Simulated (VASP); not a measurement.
Band structure of ZrSe$_{2}$ (1T layered). Calculation: PBE GGA with D3 dispersion (Becke-Johnson damping), VASP's PBE PAW potentials (set 64) (plane waves; VASP 6.6.1).

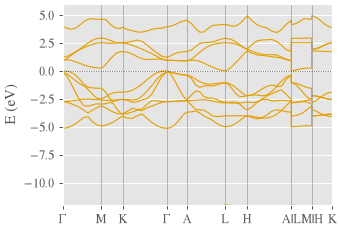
*Bands along high-symmetry lines, zero at the valence-band maximum or, without a gap, the Fermi level*

Q: Read the plot: is there a gap, and where are the band edges?

A: The gap is indirect, 0.02 eV, from the valence maximum at Γ to the conduction minimum at L. (Edges off the drawn lines would not show.)

The compound is ZrSe2 in the 1T layered structure. It was relaxed first.
